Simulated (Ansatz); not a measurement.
Species, as SMILES: [CH]=O (CH-O), doublet.
Atoms: C1, O2, H3. Bonds: C1-O2, C1-H3.

Basis-set convergence of the harmonic zero-point energy at HF with Ansatz (an electronic-structure program). Each level at its own minimum, finite differences of forces, unscaled; the reference is a large set that could be run, not a limit. All functions are spherical. The program fits the integrals of some runs and decomposes those of others, by size. Core-valence sets carry the plain set on hydrogen. Open shells are unrestricted. No added dispersion term, no relativity. Reference: the value in def2-QZVPPD, 8.86 kcal/mol. Deviations are taken from unrounded values.

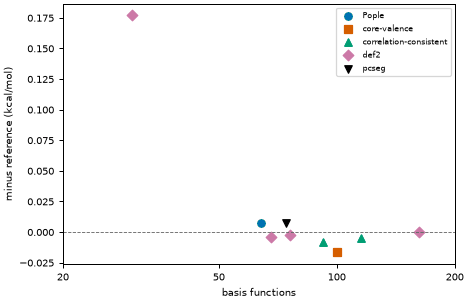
Figure. Deviation from the reference against the number of basis functions, by family of sets.

```
basis            functions  harmonic zero-point energy (kcal/mol)  minus reference (kcal/mol)
---------------  ---------  -------------------------------------  --------------------------
def2-SV(P)              30                                   9.04                        0.18
6-311++G(2d,2p)         64                                   8.87                        0.01
def2-TZVP               68                                   8.86                        0.00
pcseg-2                 74                                   8.87                        0.01
def2-TZVPP              76                                   8.86                        0.00
jun-cc-pV(T+d)Z         92                                   8.86                       -0.01
cc-pCVTZ               100                                   8.85                       -0.02
aug-cc-pVTZ            115                                   8.86                        0.00
def2-QZVPPD            162                                   8.86                        0.00
```
